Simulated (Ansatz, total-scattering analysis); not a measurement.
**Al80Cu20: neutron diffraction with isotope substitution**

Two samples of Al80Cu20 (Al 80.0, Cu 20.0 atom %; 1000 K, fixed volume (mean pressure -0.8 GPa); ρ₀ = 0.0580 Å⁻³) differ only in the isotope of Cu: 65Cu (b = 10.204 fm) and 63Cu (b = 6.477 fm). Other lengths: Al 3.449 fm. The data are simulated by ab initio molecular dynamics with Ansatz (PBE, plane waves, PAW set soft_1, Langevin thermostat, no spin, fixed volume). The average runs over 1.57 ps of 65 atoms, so shells between rare elements are rough. Mean temperature 915 K, largest m.s.d. 3.79 Å², energy drift +1 meV an atom (last third less first, no steady trend), Langevin friction 2 ps⁻¹; the first quarter of the run is discarded. Preparation: last frame of a classical run of this cell, a melt, rescaled to the set density, then 0.5 ps at 1100 K with a cheaper basis and a friction of 10 ps⁻¹ (mean temperature of the first stage 1140 K), too short to forget the start in full. It is a liquid. The partials come from the cell's reciprocal vectors below 4 Å⁻¹ and from g(r) above; absorption, incoherent and inelastic scattering are left out. F(Q) = Σ ci cj bi bj (Sij − 1), in barn per steradian and atom:

```tsv
Q (Å⁻¹)	65Cu	63Cu	difference
0.9	-0.187	-0.143	-0.043
1.2	-0.207	-0.149	-0.058
1.5	-0.189	-0.144	-0.046
1.8	-0.168	-0.134	-0.034
2.1	-0.172	-0.119	-0.053
2.4	-0.024	0.005	-0.029
2.7	0.197	0.160	0.037
3.0	0.189	0.123	0.067
3.3	0.050	0.021	0.029
3.6	-0.062	-0.052	-0.009
3.9	-0.094	-0.068	-0.026
4.2	-0.068	-0.044	-0.024
4.5	-0.024	-0.009	-0.015
4.8	0.016	0.020	-0.003
5.1	0.043	0.033	0.010
5.4	0.046	0.028	0.018
5.7	0.025	0.011	0.014
6.0	-0.005	-0.008	0.003
6.3	-0.028	-0.020	-0.007
6.6	-0.029	-0.018	-0.011
6.9	-0.014	-0.006	-0.008
7.2	0.003	0.005	-0.002
7.5	0.011	0.009	0.002
7.8	0.013	0.008	0.005
8.1	0.012	0.005	0.006
8.4	0.006	0.001	0.005
8.7	-0.004	-0.004	0.000
9.0	-0.011	-0.007	-0.005
9.3	-0.010	-0.005	-0.005
9.6	-0.002	0.000	-0.002
9.9	0.003	0.003	0.001
10.2	0.005	0.003	0.002
10.5	0.004	0.002	0.002
10.8	0.003	0.001	0.002
```

The first difference in real space, ΔG(r), in barn (from the pair functions, so without the broadening of a finite Q range):

```csv
r (Å),first difference G(r)
1.94,-0.064
2.02,-0.064
2.10,-0.064
2.18,-0.052
2.26,-0.023
2.34,0.036
2.42,0.101
2.50,0.123
2.58,0.138
2.66,0.117
2.74,0.063
2.82,0.026
2.90,0.006
2.98,-0.002
3.06,-0.017
3.14,-0.027
3.22,-0.027
3.30,-0.037
3.38,-0.031
3.46,-0.030
3.54,-0.033
3.62,-0.029
3.70,-0.031
3.78,-0.023
3.86,-0.013
3.94,-0.013
4.02,-0.005
4.10,-0.003
4.18,-0.007
4.26,-0.002
4.34,0.009
4.42,0.015
4.50,0.019
4.58,0.019
4.66,0.022
4.74,0.026
4.82,0.022
4.90,0.016
4.98,0.011
5.06,0.004
5.14,0.007
```

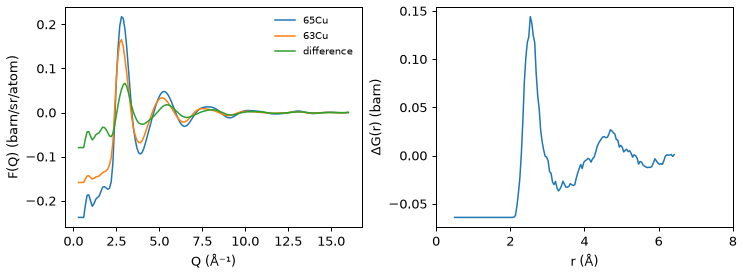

**Question.** Which pairs survive in the difference, and what is the first shell of Cu?

Pairs without Cu cancel. ΔG(r) = Σ W [g(r) − 1] with W = 2 c(Cu) c(j) b(j) Δb, and c(Cu)² (b₁² − b₂²) for Cu–Cu: Cu–Al 0.0411, Cu–Cu 0.0249 barn. At small r, ΔG → −ΣW = -0.066; in this finite cell the Cu–Cu term carries (N − 1)/N with N = 13 atoms of Cu, which gives -0.064.

The first feature holds Al–Cu (2.55 Å, 9.3 neighbours by the coordinates) and Cu–Cu (2.56 Å, 1.1 neighbours by the coordinates) together, so its area gives only their weighted sum.

Shells of Cu from the coordinates: Al–Cu at 2.55 Å, 9.3 neighbours to 3.62 Å, a soft count; Cu–Cu at 2.56 Å, 1.1 neighbours to 3.24 Å (first peaks with a usable minimum only).

[Logs are printed without paths, hosts, clocks, repeated set-up lines and the standing remarks that a program may print on its own settings, such as how far it seeks lower states.]
